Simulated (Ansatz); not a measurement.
# RbAlZn2Cl2O3: complex band structure, part 2 of 3

A new crystal, RbAlZn2Cl2O3: structure, gap and complex bands. It is built by putting Rb for K, Al for B in the KZn2BCl2O3 structure of space group R32, with the volume rescaled by atomic radii. The parent structure comes from the Materials Project.

Ansatz 0.2.0; PBE DFT, plane waves, PAW files (the session's first sound run).

So far. Step 2 (Cell and atoms at rest): The largest force component on a free atom ends at 0.0034 eV/Å.

The structure was built from a prototype and need not be the compound's stable phase.

## (3) The bulk crystal and its band edges

The energy window and the wavevectors of the next steps follow from the band edges, so these are searched first, off the mesh as well.

Contents of input.yaml:

```yaml
crystal:
  lattice:
    - [2.707998211, 1.5634634961, 8.757317196]
    - [-2.707998211, 1.5634634961, 8.757317196]
    - [0.0, -3.1269269922, 8.757317196]
  atoms:
    - { symbol: Rb, position: [0.5, 0.5, 0.5] }
    - { symbol: Zn, position: [0.3082575851, 0.3082575851, 0.3082575851] }
    - { symbol: Zn, position: [0.6917424149, 0.6917424149, 0.6917424149] }
    - { symbol: Al, position: [0.0, 0.0, 0.0] }
    - { symbol: Cl, position: [0.2204984704, 0.2204984704, 0.2204984704] }
    - { symbol: Cl, position: [0.7795015296, 0.7795015296, 0.7795015296] }
    - { symbol: O, position: [0.6846737938, 0.0, 0.3153262062] }
    - { symbol: O, position: [0.0, 0.3153262062, 0.6846737938] }
    - { symbol: O, position: [0.3153262062, 0.6846737938, 0.0] }
kpoints:
  mp_grid: { grid: [6, 6, 6] }
  band_path: { path: [VBM, CBM], npoints: 30 }
scf:
  occupations: { method: fixed }
hamiltonian:
  xc: pbe
output:
  eigenvalues: true
  write_potential: true
  write_density: true
  volumetric_format: npy
```

Run with:

```bash
ansatz run input.yaml --threads 2 --pin off --max-ram 4096MiB --backend cpu --events-out ev --progress --plain --runs-dir out
```

Numbers of over 12 decimals in the logs are rounded to 6 here.

The log of the run:

```text
[...]
Crystal: 9 atoms, lattice volume = 222.463 Å³
Basis set: ecut = 420 eV, 4283 PW (Γ), FFT grids on a1−a2, a2, −a2+a3
Bands: 43, of which v1, the nominal top of the filled ones, is band 34 counted from 1 (33 counted from 0)
Symmetry: 6 space group operations
[...]
k-points: 32 of 216 (time reversal used)
[...]
SCF iter   1: F=—  HF=-14313.115839 eV  |F-HF|=—  |Δ(HF+E_count)|=         —  Δρ=1.29e-3  dr2=1.51e-2  ethr=1.77e-3  ⟨swp⟩=4.9  Hψ=5256  notcnv=0  defer=212
[...]
SCF iter   8: F=-14313.112154 eV  HF=-14313.112154 eV  |F-HF|=3.55e-8  |Δ(HF+E_count)|=   1.24e-7  Δρ=2.82e-6  dr2=1.51e-8  ethr=1.47e-10  ⟨swp⟩=11.3  Hψ=7090  notcnv=0
SCF 1 converged in 8 iterations: F = -14313.112154 eV  dr2 = 1.51e-8
[...]
NSCF: frozen V_eff on 32 k-points
[...]
SCF converged after 8 iterations
Free energy (F): -14313.112154 eV
[...]
Internal energy: -14313.112154 eV  (E = F + TS)
E sigma→0 (E₀):  -14313.112154 eV
Fermi energy:    0.764034 eV
[...]
--- Band table (eV; the first three rows and the last of 32) ---
  k-point 0: bands = [... 30 lower, 0.4313, 0.6404, 0.7361, 0.7361, 4.0601, 7.0980, 7.2683, 8.7963, ... 5 higher]
  k-point 1: bands = [... 30 lower, 0.3610, 0.4893, 0.6767, 0.6947, 4.4733, 7.0819, 7.5358, 8.4788, ... 5 higher]
  k-point 2: bands = [... 30 lower, 0.2622, 0.3894, 0.6180, 0.6829, 5.3616, 7.0946, 7.7078, 7.9345, ... 5 higher]
  k-point 31: bands = [... 30 lower, 0.4443, 0.4443, 0.6873, 0.6873, 4.4535, 6.1452, 7.8297, 8.3167, ... 5 higher]
```

Wall time 16 s (2 threads of AMD EPYC 9R45, shared host); peak memory 0.64 GiB; 31 s of CPU time.

Numbers from this step:

- free energy: -14313.1122 eV
- Fermi energy: 0.7640 eV
- gap on the k-mesh: 3.296 eV
- gap on path: 3.296 eV, by band count; negative where bands overlap
- direct gap on path: 3.324 eV
- edge places on path: 0, 0.7734 1/A along the path

Electronic bands along the path, in eV, zero at the Fermi level (highest filled level under fixed occupations); v1 is the highest filled band, c1 the lowest empty one:

| point | v4 | v3 | v2 | v1 | c1 | c2 | c3 | c4 |
| --- | --- | --- | --- | --- | --- | --- | --- | --- |
| VBM | -0.42 | -0.14 | -0.11 | 0.00 | 5.59 | 6.31 | 6.36 | 6.64 |
| CBM | -0.33 | -0.12 | -0.03 | -0.03 | 3.30 | 6.33 | 6.50 | 8.03 |

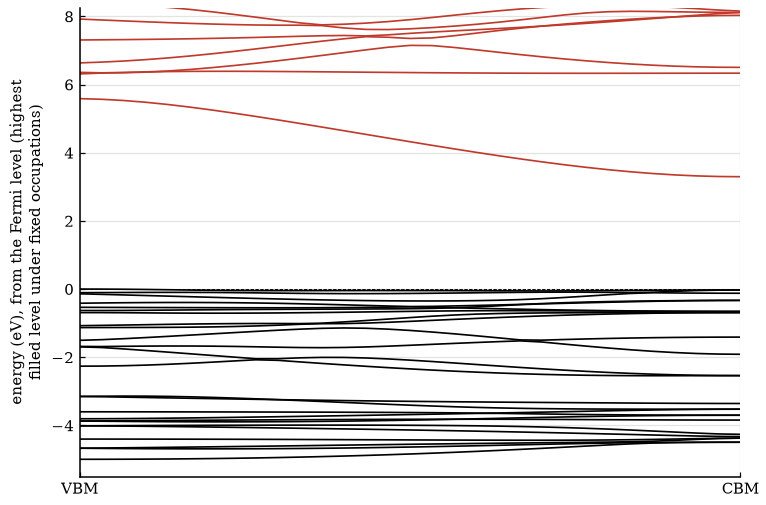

Electronic bands along the path; lines of filled and empty bands in two colours.

The searched edges give 3.30 eV, as on the mesh.

## (4) Complex bands

This step: PBE DFT, plane waves, PAW files; complex bands by layer matching along the plane's normal (Ansatz 0.2.0).

The same crystal is laid in a cell whose first two vectors span the (001) plane (indices of the standard conventional cell, whose axes can be ordered otherwise than in the bulk input). At fixed energy and wavevector in the plane the solver finds all kz, real and complex. A few wavevectors are listed, (0, 0), (-0.3333, 0.3333) and (0.5, 0) in units of the plane's reciprocal vectors; the slowest state needn't be among them.

Contents of input.yaml:

```yaml
crystal:
  lattice:
    - [5.415996422, 0.0, 0.0]
    - [2.707998211, 4.690390488, 0.0]
    - [2.707998211, 1.563463496, 8.757317196]
  atoms:
    - { symbol: Rb, position: [0.5, 0.5, 0.5] }
    - { symbol: Zn, position: [0.6917424149, 0.6917424149, 0.9247727553] }
    - { symbol: Zn, position: [0.3082575851, 0.3082575851, 0.0752272447] }
    - { symbol: Al, position: [0.0, 0.0, 0.0] }
    - { symbol: Cl, position: [0.7795015296, 0.7795015296, 0.6614954112] }
    - { symbol: Cl, position: [0.2204984704, 0.2204984704, 0.3385045888] }
    - { symbol: O, position: [0.0, 0.6846737938, 0.0] }
    - { symbol: O, position: [0.6846737938, 0.3153262062, 0.0] }
    - { symbol: O, position: [0.3153262062, 0.0, 0.0] }
kpoints:
  mp_grid: { grid: [6, 6, 6] }
scf:
  occupations: { method: fixed }
hamiltonian:
  xc: pbe
output:
  eigenvalues: true
  transmission:
    leads: [[0, 0]]
    kpoints: [[0.0, 0.0], [-0.3333, 0.3333], [0.5, 0.0]]
    e_range: [-1.0, 4.3]
    de: 0.13
```

The log of the run:

```text
[...]
Crystal: 9 atoms, lattice volume = 222.463 Å³
Basis set: ecut = 420 eV, 4283 PW (Γ)
Bands: 43, of which v1, the nominal top of the filled ones, is band 34 counted from 1 (33 counted from 0)
Symmetry: 6 space group operations
[...]
k-points: 32 of 216 (time reversal used)
[...]
SCF iter   1: F=—  HF=-14313.115821 eV  |F-HF|=—  |Δ(HF+E_count)|=         —  Δρ=1.29e-3  dr2=1.51e-2  ethr=1.77e-3  ⟨swp⟩=4.9  Hψ=5259  notcnv=0  defer=212
[...]
SCF iter   8: F=-14313.112154 eV  HF=-14313.112154 eV  |F-HF|=3.82e-8  |Δ(HF+E_count)|=   1.11e-7  Δρ=2.83e-6  dr2=1.56e-8  ethr=1.47e-10  ⟨swp⟩=11.4  Hψ=7084  notcnv=0
SCF 1 converged in 8 iterations: F = -14313.112154 eV  dr2 = 1.56e-8
[...]
transmission: 13 of 39 steps passed
transmission: 26 of 39 steps passed
transmission: 39 of 39 steps passed
SCF converged after 8 iterations
Free energy (F): -14313.112154 eV
[...]
Internal energy: -14313.112154 eV  (E = F + TS)
E sigma→0 (E₀):  -14313.112154 eV
Fermi energy:    0.764032 eV
[...]
--- Band table (eV; the first three rows and the last of 32) ---
  k-point 0: bands = [... 30 lower, 0.4312, 0.6404, 0.7361, 0.7361, 4.0601, 7.0980, 7.2683, 8.7963, ... 5 higher]
  k-point 1: bands = [... 30 lower, 0.4587, 0.5825, 0.7192, 0.7321, 4.1455, 6.7566, 7.4843, 8.6765, ... 5 higher]
  k-point 2: bands = [... 30 lower, 0.4547, 0.4713, 0.6957, 0.7079, 4.3389, 6.3386, 7.7003, 8.4671, ... 5 higher]
  k-point 31: bands = [... 30 lower, 0.3463, 0.6158, 0.6667, 0.7623, 6.3514, 7.0406, 7.1936, 7.3503, ... 5 higher]
--- Transmission ---
  basis      : 223 plane waves across, 13 finite elements along
  points     : 3, as listed
  energies   : 41 from -1.000000 to 4.200000 eV about the Fermi level, 0.130000 eV apart; the leads are filled to 1.648011 eV, and channels, transmission and decay are at 1.600000 eV
  crystal 0  : Zn2Al1O3Cl2Rb1, at the sites [0, 0], period 8.7573 Å: whole cells are its period
    offset         : up to 0.0000 Å between an atom of the period and one for which it stands
    channels       : 0.000000e0 a spin
    conductance    : none, the energies end too early or step too widely for 300 K: set another output.transmission.e_range or a lower de, or, where they end at an eighth of basis.ecutwfc, a higher one
    slowest decay  : 0.3570 /Å at (0.0000, 0.0000)
```

It took 25 s on 2 threads; peak memory 0.9 GiB; 40 s of CPU time.

This step gave:

```
level to which the leads are filled                       : 1.648 eV from the Fermi level
decay constant at the filling level, zone centre          : 0.357 Å⁻¹
decay constant at the filling level, slowest listed point : 0.357 Å⁻¹
```

K parallel (0, 0); values up to 1.5 1/Å, a degenerate pair printed once or twice; energies at which all values exceed this have no row. Table of Im kz of the slowest decaying states by energy, zero at the highest filled level on the SCF mesh:

| energy (eV) | decay 1 (Å⁻¹) | decay 2 (Å⁻¹) | decay 3 (Å⁻¹) | decay 4 (Å⁻¹) |
| --- | --- | --- | --- | --- |
| -1.000 | 0.144 | 0.275 | 0.861 | 1.01 |
| -0.480 | 0.114 | 0.846 | 0.861 | - |
| 0.040 | 0.180 | 0.254 | 0.855 | 0.918 |
| 0.560 | 0.309 | 0.552 | 0.845 | 0.992 |
| 0.950 | 0.345 | 0.634 | 0.835 | 1.00 |
| 1.470 | 0.359 | 0.701 | 0.819 | 0.996 |
| 1.990 | 0.342 | 0.742 | 0.800 | 0.983 |
| 2.510 | 0.294 | 0.769 | 0.779 | 0.963 |
| 3.030 | 0.191 | 0.754 | 0.785 | 0.938 |
| 3.550 | 0.726 | 0.793 | 0.909 | - |
| 3.940 | 0.139 | 0.702 | 0.795 | 0.884 |

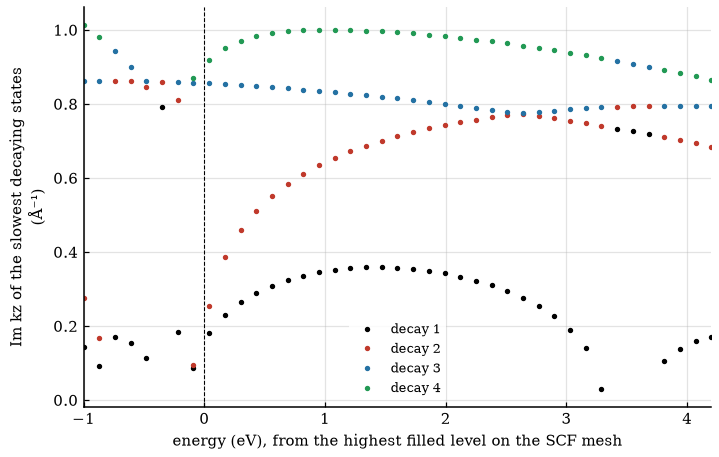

Im kz of the slowest decaying states, plotted against energy.

K parallel (-0.3333, 0.3333); values up to 1.5 1/Å, a degenerate pair printed once or twice; energies at which all values exceed this have no row. Table of Im kz of the slowest decaying states by energy, zero at the highest filled level on the SCF mesh:

| energy (eV) | decay 1 (Å⁻¹) | decay 2 (Å⁻¹) | decay 3 (Å⁻¹) | decay 4 (Å⁻¹) |
| --- | --- | --- | --- | --- |
| -1.000 | 0.221 | 0.221 | 0.973 | 0.973 |
| -0.480 | 0.137 | 0.137 | 0.979 | 0.979 |
| 0.040 | 0.202 | 0.202 | 1.13 | 1.13 |
| 0.560 | 0.474 | 0.474 | 1.06 | 1.06 |
| 0.950 | 0.559 | 0.559 | 1.03 | 1.03 |
| 1.470 | 0.636 | 0.636 | 1.01 | 1.01 |
| 1.990 | 0.700 | 0.700 | 1.03 | 1.03 |
| 2.510 | 0.797 | 0.797 | 0.817 | 0.817 |
| 3.030 | 0.722 | 0.722 | 0.832 | 0.832 |
| 3.550 | 0.697 | 0.697 | 0.790 | 1.26 |
| 3.940 | 0.685 | 0.685 | 0.744 | 1.26 |

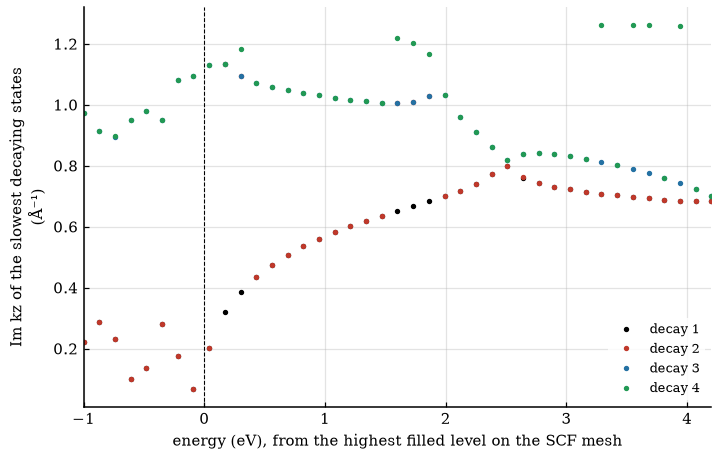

Im kz of the slowest decaying states, plotted against energy.

K parallel (0.5, 0); values up to 1.5 1/Å, a degenerate pair printed once or twice; energies at which all values exceed this have no row. Table of Im kz of the slowest decaying states by energy, zero at the highest filled level on the SCF mesh:

| energy (eV) | decay 1 (Å⁻¹) | decay 2 (Å⁻¹) | decay 3 (Å⁻¹) | decay 4 (Å⁻¹) |
| --- | --- | --- | --- | --- |
| -1.000 | 0.122 | 0.352 | 0.380 | 0.810 |
| -0.480 | 0.0841 | 0.269 | 0.506 | 0.858 |
| 0.040 | 0.199 | 0.439 | 0.867 | 0.874 |
| 0.560 | 0.445 | 0.626 | 0.853 | 0.933 |
| 0.950 | 0.525 | 0.690 | 0.834 | 0.949 |
| 1.470 | 0.593 | 0.741 | 0.806 | 0.957 |
| 1.990 | 0.633 | 0.636 | 0.769 | 0.776 |
| 2.510 | 0.656 | 0.744 | 0.781 | 0.983 |
| 3.030 | 0.658 | 0.711 | 0.781 | 1.06 |
| 3.550 | 0.640 | 0.674 | 0.777 | 1.02 |
| 3.940 | 0.612 | 0.643 | 0.771 | 0.981 |

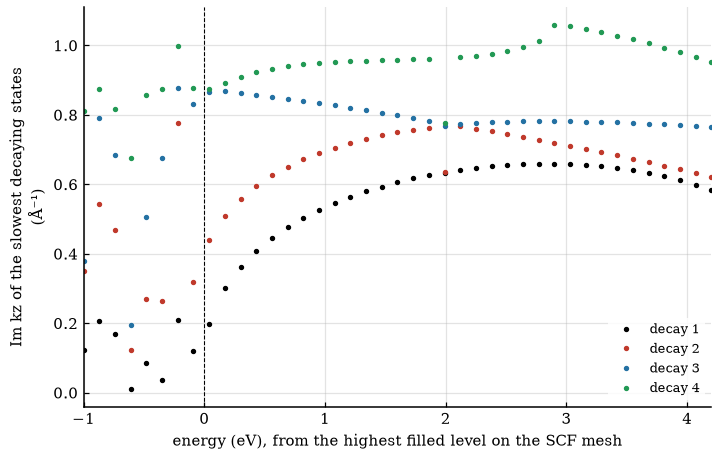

Im kz of the slowest decaying states against energy.

At the listed wavevectors the last open channel is at -0.09 eV and the next at +3.42 eV on the grid. At +1.60 eV, the grid energy nearest the filling level (the middle of the gap on the SCF mesh), the slowest state at the listed wavevectors decays with κ = 0.357 Å⁻¹, its amplitude falling by e over 2.8 Å. Through 1 nm of this crystal that state's transmission falls by exp(−2 × 0.357 Å⁻¹ × 10 Å) = 7.9e-4.

## (5) Decay over the two-dimensional zone

The listed points could miss the slowest state, so one energy near mid-gap is solved on a mesh of 10×10.

input.yaml: that of step 4 with these lines changed.

```diff
@@ -23,6 +23,2 @@
   eigenvalues: true
-  transmission:
-    leads: [[0, 0]]
-    kpoints: [[0.0, 0.0], [-0.3333, 0.3333], [0.5, 0.0]]
-    e_range: [-1.0, 4.3]
-    de: 0.13
+  transmission: { leads: [[0, 0]], kmesh: [10, 10], e_range: [1.65, 1.66], de: 0.05 }
```

The log of the run:

```text
[...]
Crystal: 9 atoms, lattice volume = 222.463 Å³
Basis set: ecut = 420 eV, 4283 PW (Γ)
Bands: 43, of which v1, the nominal top of the filled ones, is band 34 counted from 1 (33 counted from 0)
Symmetry: 6 space group operations
[...]
k-points: 32 of 216 (time reversal used)
[...]
SCF iter   1: F=—  HF=-14313.115821 eV  |F-HF|=—  |Δ(HF+E_count)|=         —  Δρ=1.29e-3  dr2=1.51e-2  ethr=1.77e-3  ⟨swp⟩=4.9  Hψ=5259  notcnv=0  defer=212
[...]
SCF iter   8: F=-14313.112154 eV  HF=-14313.112154 eV  |F-HF|=3.82e-8  |Δ(HF+E_count)|=   1.11e-7  Δρ=2.83e-6  dr2=1.56e-8  ethr=1.47e-10  ⟨swp⟩=11.4  Hψ=7084  notcnv=0
SCF 1 converged in 8 iterations: F = -14313.112154 eV  dr2 = 1.56e-8
[...]
transmission: 36 of 216 steps passed
transmission: 72 of 216 steps passed
[...]
transmission: 216 of 216 steps passed
SCF converged after 8 iterations
Free energy (F): -14313.112154 eV
[...]
Internal energy: -14313.112154 eV  (E = F + TS)
E sigma→0 (E₀):  -14313.112154 eV
Fermi energy:    0.764032 eV
[...]
--- Band table (eV; the first three rows and the last of 32) ---
  k-point 0: bands = [... 30 lower, 0.4312, 0.6404, 0.7361, 0.7361, 4.0601, 7.0980, 7.2683, 8.7963, ... 5 higher]
  k-point 1: bands = [... 30 lower, 0.4587, 0.5825, 0.7192, 0.7321, 4.1455, 6.7566, 7.4843, 8.6765, ... 5 higher]
  k-point 2: bands = [... 30 lower, 0.4547, 0.4713, 0.6957, 0.7079, 4.3389, 6.3386, 7.7003, 8.4671, ... 5 higher]
  k-point 31: bands = [... 30 lower, 0.3463, 0.6158, 0.6667, 0.7623, 6.3514, 7.0406, 7.1936, 7.3503, ... 5 higher]
--- Transmission ---
  basis      : 223 plane waves across, 12 finite elements along
  points     : 18, standing for a mesh of 10 x 10
  energies   : 1 from 1.650000 to 1.650000 eV about the Fermi level; the leads are filled to 1.648011 eV, and channels, transmission and decay are at 1.650000 eV
[...]
channels       : 0.000000e0 a spin
    conductance    : none, crystal 0 has no channel at the energies, or these end too early or step too widely for 300 K: set another output.transmission.e_range or a lower de, or, where they end at an eighth of basis.ecutwfc, a higher one
    slowest decay  : 0.3559 /Å at (0.0000, 0.0000)
```

It took 15 s on 2 threads; peak memory 0.99 GiB; 29 s of CPU time.

Numbers from this step:

* least decay constant on the mesh: 0.3559 Å⁻¹

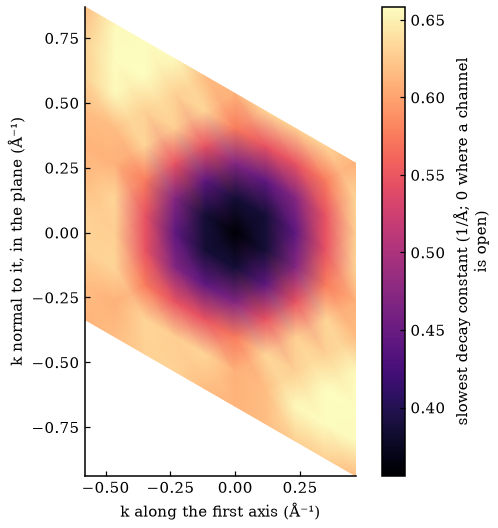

Slowest decay constant (1/Å; 0 where a channel is open) over k1 and k2. At 1.6500 eV from the Fermi level.

The least value on the mesh is 0.356 Å⁻¹ at +1.65 eV. At that energy the listed points give about 0.356 Å⁻¹ by interpolation, so the mesh holds no clearly slower state.

## (6) Band edges at another level

This step: PBEsol DFT, plane waves, PAW files (Ansatz 0.2.0).

The edges again with PBEsol, at the same atoms.

Contents of input.yaml:

```yaml
crystal:
  lattice:
    - [2.707998211, 1.5634634961, 8.757317196]
    - [-2.707998211, 1.5634634961, 8.757317196]
    - [0.0, -3.1269269922, 8.757317196]
  atoms:
    - { symbol: Rb, position: [0.5, 0.5, 0.5] }
    - { symbol: Zn, position: [0.3082575851, 0.3082575851, 0.3082575851] }
    - { symbol: Zn, position: [0.6917424149, 0.6917424149, 0.6917424149] }
    - { symbol: Al, position: [0.0, 0.0, 0.0] }
    - { symbol: Cl, position: [0.2204984704, 0.2204984704, 0.2204984704] }
    - { symbol: Cl, position: [0.7795015296, 0.7795015296, 0.7795015296] }
    - { symbol: O, position: [0.6846737938, 0.0, 0.3153262062] }
    - { symbol: O, position: [0.0, 0.3153262062, 0.6846737938] }
    - { symbol: O, position: [0.3153262062, 0.6846737938, 0.0] }
kpoints:
  mp_grid: { grid: [6, 6, 6] }
  band_path: { path: [VBM, CBM], npoints: 30 }
scf:
  occupations: { method: fixed }
hamiltonian:
  xc: pbesol
output:
  eigenvalues: true
```

The log of the run:

```text
[...]
Crystal: 9 atoms, lattice volume = 222.463 Å³
Basis set: ecut = 420 eV, 4283 PW (Γ), FFT grids on a1−a3, a2−a3, a3
Bands: 43, of which v1, the nominal top of the filled ones, is band 34 counted from 1 (33 counted from 0)
Symmetry: 6 space group operations
[...]
k-points: 32 of 216 (time reversal used)
[...]
SCF iter   1: F=—  HF=-14115.987430 eV  |F-HF|=—  |Δ(HF+E_count)|=         —  Δρ=7.81e-3  dr2=1.27e-1  ethr=1.77e-3  ⟨swp⟩=4.8  Hψ=5257  notcnv=0  defer=212
[...]
SCF iter   8: F=-14115.956388 eV  HF=-14115.956388 eV  |F-HF|=1.48e-7  |Δ(HF+E_count)|=   1.90e-6  Δρ=3.99e-6  dr2=4.84e-8  ethr=1.47e-10  ⟨swp⟩=13.4  Hψ=6896  notcnv=0
SCF 1 converged in 8 iterations: F = -14115.956388 eV  dr2 = 4.84e-8
[...]
SCF converged after 8 iterations
Free energy (F): -14115.956388 eV
[...]
Internal energy: -14115.956388 eV  (E = F + TS)
E sigma→0 (E₀):  -14115.956388 eV
Fermi energy:    0.670776 eV
[...]
--- Band table (eV; the first three rows and the last of 32) ---
  k-point 0: bands = [... 30 lower, 0.3385, 0.5498, 0.6348, 0.6348, 3.8950, 6.9669, 7.1274, 8.6610, ... 5 higher]
  k-point 1: bands = [... 30 lower, 0.2566, 0.3952, 0.5856, 0.5935, 4.3128, 6.9486, 7.3953, 8.3242, ... 5 higher]
  k-point 2: bands = [... 30 lower, 0.1783, 0.2931, 0.5196, 0.5870, 5.2049, 6.9556, 7.5576, 7.7836, ... 5 higher]
  k-point 31: bands = [... 30 lower, 0.3686, 0.3686, 0.5773, 0.5773, 4.2867, 6.0163, 7.7003, 8.1508, ... 5 higher]
```

Wall time 14 s (2 threads); peak memory 0.63 GiB.

Numbers from this step:

| Property | Result |
| --- | --- |
| free energy | -14115.9564 eV |
| Fermi energy | 0.6708 eV |
| gap on the k-mesh | 3.224 eV |
| gap on path | 3.224 eV, by band count; negative where bands overlap |
| direct gap on path | 3.260 eV |
| edge places on path | 0, 0.7112 1/A along the path |

The electronic bands at the labelled points (eV, zero at the Fermi level (highest filled level under fixed occupations); v1 is the highest filled band, c1 the lowest empty one):

| point | v4 | v3 | v2 | v1 | c1 | c2 | c3 | c4 |
| --- | --- | --- | --- | --- | --- | --- | --- | --- |
| VBM | -0.48 | -0.18 | -0.13 | 0.00 | 5.32 | 5.99 | 6.53 | 6.80 |
| CBM | -0.33 | -0.12 | -0.04 | -0.04 | 3.22 | 6.30 | 6.46 | 7.99 |

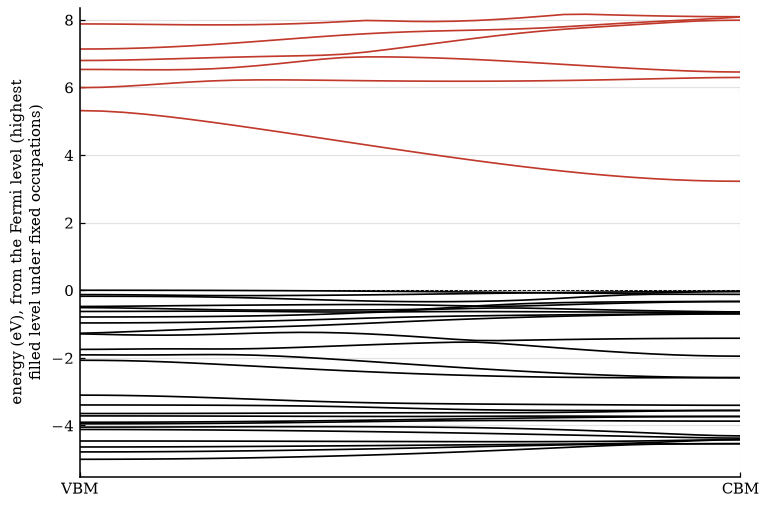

Electronic bands along the path; lines of filled and empty bands in two colours.

The searched edges give 3.22 eV, as on the mesh.

Between step 3 and this run (PBEsol) the value for the gap on path moves from 3.30 eV to 3.22 eV.

(Part 2 of 3 ends here.)

[Logs are printed without paths, hosts, clocks, repeated set-up lines and the standing remarks that a program may print on its own settings, such as how far it seeks lower states.]

[Hosts, paths, dates, database ids (printed as entryN), source tags and the programs' standing remarks are cut or masked in the printed files.]

[New means built here by substitution; the compound itself may be known and measured.]
